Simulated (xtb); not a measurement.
N₂: geometry relaxation (part 2 of 2)

The same run, continued: N₂; GFN2-xTB (xtb 6.7.1 later snapshot). The geometry comes from this level: PBE0-D4/def2-TZVP.

The program's output, continued
```
 iter      E             dE          RMSdq      gap      omega  full diag
   1     -5.8504956 -0.585050E+01  0.157E-03    4.13       0.0  T
   2     -5.8504956 -0.697309E-11  0.947E-04    4.13      74.6  T
   3     -5.8504956 -0.276401E-11  0.335E-05    4.13    2108.8  T
     SCC iter.                  ...        0 min,  0.000 sec
     gradient                   ...        0 min,  0.000 sec
 * total energy  :    -5.7639354 Eh     change       -0.1735304E-07 Eh
   gradient norm :     0.0001992 Eh/α   predicted    -0.2390816E-07 (  37.78%)
   displ. norm   :     0.0000633 α      lambda       -0.1154419E-07
   maximum displ.:     0.0000633 α      in ANC's #1, #1, #1, ...

   *** GEOMETRY OPTIMIZATION CONVERGED AFTER 4 ITERATIONS ***

------------------------------------------------------------------------
 total energy gain   :        -0.0002156 Eh       -0.1353 kcal/mol
 total RMSD          :         0.0081396 a0        0.0043 Å
 total power (kW/mol):        -0.1415207 (step) -319.2216 (real)
------------------------------------------------------------------------

 ANCopt (total)                0 d,  0 h,  0 min,  0.002 sec
 optimizer setup                ...        0 min,  0.000 sec (  2.407%)
 model hessian                  ...        0 min,  0.000 sec (  0.370%)
 ANC generation                 ...        0 min,  0.000 sec (  1.355%)
 coordinate transformation      ...        0 min,  0.000 sec (  0.933%)
 single point calculation       ...        0 min,  0.001 sec ( 73.530%)
 optimization log               ...        0 min,  0.000 sec (  6.393%)
 hessian update                 ...        0 min,  0.000 sec (  0.503%)
 rational function              ...        0 min,  0.000 sec (  6.933%)

================
 final structure:
================
2
 xtb: 6.7.1
N            0.46918047953045       -0.15148834817063        0.24169598064748
N           -0.46918047953045        0.15148834817063       -0.24169598064748

 Bond Distances (Angstroems)
 ---------------------------
N1-N2=1.0982         N2-N1=1.0982
 N  N  Rav=1.0982 sigma=0.0000  Rmin=1.0982  Rmax=1.0982     1

 selected bond angles (degree)
 --------------------

 selected dihedral angles (degree)
 ---------------------------------

           -------------------------------------------------
          |                Final Singlepoint                |
           -------------------------------------------------

          ...................................................
          :                      SETUP                      :
          :.................................................:
          :  # basis functions                   8          :
          :  # atomic orbitals                   8          :
          :  # shells                            4          :
          :  # electrons                        10          :
          :  max. iterations                   250          :
          :  Hamiltonian                  GFN2-xTB          :
          :  restarted?                      false          :
          :  GBSA solvation                  false          :
          :  PC potential                    false          :
          :  electronic temp.          300.0000000     K    :
          :  accuracy                    1.0000000          :
          :  -> integral cutoff          0.2500000E+02      :
          :  -> integral neglect         0.1000000E-07      :
          :  -> SCF convergence          0.1000000E-05 Eh   :
          :  -> wf. convergence          0.1000000E-03 e    :
          :  Broyden damping             0.4000000          :
          :  net charge                          0          :
          :  unpaired electrons                  0          :
          ...................................................

 iter      E             dE          RMSdq      gap      omega  full diag
   1     -5.8504956 -0.585050E+01  0.233E-09    4.13       0.0  T
   2     -5.8504956 -0.177636E-14  0.126E-09    4.13  100000.0  T
   3     -5.8504956 -0.444089E-14  0.517E-11    4.13  100000.0  T

   *** convergence criteria satisfied after 3 iterations ***

         #    Occupation            Energy/Eh            Energy/eV
      -------------------------------------------------------------
         1        2.0000           -0.7172929             -19.5185
         2        2.0000           -0.5734772             -15.6051
         3        2.0000           -0.5734772             -15.6051
         4        2.0000           -0.5698357             -15.5060
         5        2.0000           -0.4514099             -12.2835 (HOMO)
         6                         -0.2996748              -8.1546 (LUMO)
         7                         -0.2996748              -8.1546
         8                          0.7709898              20.9797
      -------------------------------------------------------------
                  HL-Gap            0.1517351 Eh            4.1289 eV
             Fermi-level           -0.3755424 Eh          -10.2190 eV

 SCC (total)                   0 d,  0 h,  0 min,  0.000 sec
 SCC setup                      ...        0 min,  0.000 sec (  8.650%)
 Dispersion                     ...        0 min,  0.000 sec (  1.893%)
 classical contributions        ...        0 min,  0.000 sec (  0.966%)
 integral evaluation            ...        0 min,  0.000 sec ( 25.144%)
 iterations                     ...        0 min,  0.000 sec ( 32.130%)
 molecular gradient             ...        0 min,  0.000 sec ( 20.943%)
 printout                       ...        0 min,  0.000 sec (  7.581%)

         :::::::::::::::::::::::::::::::::::::::::::::::::::::
         ::                     SUMMARY                     ::
         :::::::::::::::::::::::::::::::::::::::::::::::::::::
         :: total energy              -5.763935413938 Eh    ::
         :: gradient norm              0.000199289520 Eh/a0 ::
         :: HOMO-LUMO gap              4.128922195667 eV    ::
         ::.................................................::
         :: SCC energy                -5.850495649868 Eh    ::
         :: -> isotropic ES            0.000102408665 Eh    ::
         :: -> anisotropic ES          0.000342892141 Eh    ::
         :: -> anisotropic XC          0.027045413517 Eh    ::
         :: -> dispersion             -0.000255719457 Eh    ::
         :: repulsion energy           0.086560235930 Eh    ::
         :: add. restraining           0.000000000000 Eh    ::
         :: total charge               0.000000000000 e     ::
         :::::::::::::::::::::::::::::::::::::::::::::::::::::

           -------------------------------------------------
          |                Property Printout                |
           -------------------------------------------------

    * Orbital Energies and Occupations

         #    Occupation            Energy/Eh            Energy/eV
      -------------------------------------------------------------
         1        2.0000           -0.7172929             -19.5185
         2        2.0000           -0.5734772             -15.6051
         3        2.0000           -0.5734772             -15.6051
         4        2.0000           -0.5698357             -15.5060
         5        2.0000           -0.4514099             -12.2835 (HOMO)
         6                         -0.2996748              -8.1546 (LUMO)
         7                         -0.2996748              -8.1546
         8                          0.7709898              20.9797
      -------------------------------------------------------------
                  HL-Gap            0.1517351 Eh            4.1289 eV
             Fermi-level           -0.3755424 Eh          -10.2190 eV

     #   Z          covCN         q      C6AA      α(0)
     1   7          0.981    -0.000    20.943     6.584
     2   7          0.981     0.000    20.943     6.584

 Mol. C6AA /au·bohr⁶  :         83.773341
 Mol. C8AA /au·bohr⁸  :       1848.107225
 Mol. α(0) /au        :         13.167612

Wiberg/Mayer (AO) data.
largest (>0.10) Wiberg bond orders for each atom

 ---------------------------------------------------------------------------
     #   Z sym  total        # sym  WBO       # sym  WBO       # sym  WBO
 ---------------------------------------------------------------------------
     1   7      3.000 --     2      3.000
     2   7      3.000 --     1      3.000
 ---------------------------------------------------------------------------

Topologies differ in total number of bonds
Writing topology from bond orders to xtbtopo.mol

molecular dipole:
                 x           y           z       tot (Debye)
 q only:       -0.000       0.000      -0.000
   full:       -0.000       0.000      -0.000       0.000
molecular quadrupole (traceless):
                xx          xy          yy          xz          yz          zz
 q only:        0.000      -0.000      -0.000       0.000      -0.000      -0.000
  q+dip:       -0.221       0.131       0.143      -0.209       0.068       0.078
   full:       -1.006       0.598       0.652      -0.954       0.308       0.354

           -------------------------------------------------
          |                Geometry Summary                 |
           -------------------------------------------------

      molecular mass/u    :       28.0134064
   center of mass at/Å    :        0.0000000      -0.0000000       0.0000000
  moments of inertia/u·Å² :       -0.9608463E-16   0.8445931E+01   0.8445931E+01
rotational constants/cm⁻¹ :       -0.1754457E+18   0.1995947E+01   0.1995947E+01

 * 1 selected distances

     #   Z          #   Z                                           value/Å
     1   7          2   7                                         1.0981731 (max)

 * 1 distinct bonds (by element types)

   Z      Z             #   av. dist./Å        max./Å        min./Å
   7 N    7 N           1     1.0981731     1.0981731     1.0981731

optimized geometry written to: xtbopt.xyz

           -------------------------------------------------
          | TOTAL ENERGY               -5.763935413938 Eh   |
          | GRADIENT NORM               0.000199289520 Eh/α |
          | HOMO-LUMO GAP               4.128922195667 eV   |
           -------------------------------------------------

------------------------------------------------------------------------
------------------------------------------------------------------------
 total:
 *  cpu-time:     0 d,  0 h,  0 min,  0.010 sec
 * ratio c/w:     1.000 speedup
 SCF:
 *  cpu-time:     0 d,  0 h,  0 min,  0.001 sec
 * ratio c/w:     0.999 speedup
 ANC optimizer:
 *  cpu-time:     0 d,  0 h,  0 min,  0.003 sec
 * ratio c/w:     1.000 speedup
```

File xtbopt.xyz
```
2
 energy: -5.763935413938 gnorm: 0.000199289520 xtb: 6.7.1
N            0.46918047953045       -0.15148834817063        0.24169598064748
N           -0.46918047953045        0.15148834817063       -0.24169598064748
```

Standard error
```
normal termination of xtb
```

Trajectory as extended XYZ (Å, eV, eV/Å), 4 frames, from step=0 to step=3
```
2
Properties=species:S:1:pos:R:3 step=0 energy=-156.83881
N     0.4655   -0.1503    0.2398
N    -0.4655    0.1503   -0.2398
2
Properties=species:S:1:pos:R:3 step=1 energy=-156.84406
N     0.4704   -0.1519    0.2423
N    -0.4704    0.1519   -0.2423
2
Properties=species:S:1:pos:R:3 step=2 energy=-156.84467
N     0.4692   -0.1515    0.2417
N    -0.4692    0.1515   -0.2417
2
Properties=species:S:1:pos:R:3 step=3 energy=-156.84467
N     0.4692   -0.1515    0.2417
N    -0.4692    0.1515   -0.2417
```

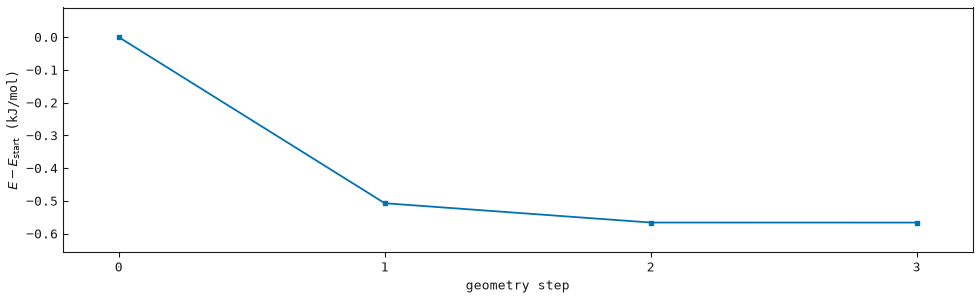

Fig. 1: Progress of the relaxation, step by step (steps are counted from 0). After 3 geometry steps the energy has fallen by 0.57 kJ/mol. The largest moves after the best rigid fit, 0.004 Å, are those of N1 and N2. Among the contacts that change: N1–N2 1.090 → 1.098 Å. (Atoms are counted from 1 in the order of the input.)

The run was set up as follows.

The input (start.xyz)
```
2

N      0.465500    -0.150300     0.239800
N     -0.465500     0.150300    -0.239800
```

Run as:
```bash
xtb start.xyz --gfn 2 --opt > run.log 2> xtb.err
```

Results in brief

| quantity | value |
| --- | --- |
| outcome | converged |
| electrons treated | 10 |
| total energy | −5.763935 hartree |
| dispersion energy | −0.000256 hartree |
| basis functions | 8 |
| HOMO | −12.28 eV |
| LUMO | −8.15 eV |
| dipole moment | 0.00 D |
| hardware | 1 thread of Arm Neoverse V1, 24 GiB of memory available, shared host |
| peak memory | 0.072 GiB |
